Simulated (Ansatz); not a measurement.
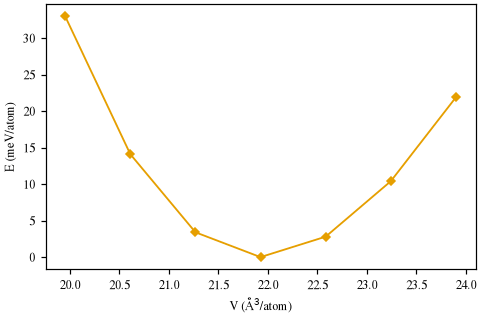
Figure. Cd (simple rhombohedral, R-3m) under volume change, plane-wave PAW r²SCAN (Ansatz code), shape and atoms relaxed at each volume.

Problem. What does a third-order Birch–Murnaghan fit give for V₀, B₀ and B′?

Solution. V₀ = 21.95 Å³/atom, B₀ = 47.9 GPa, B′ = 5.3.

The first step of the workflow began from a Materials Project structure, measured or hypothetical; the Crystallography Open Database copy checked does not list it. It is not the phase usual at ambient conditions (space group No. 194). The r²SCAN relaxation kept the symmetry of its start. At this level the phase is mechanically unstable.

Potentials: the later of the program's two PAW sets.
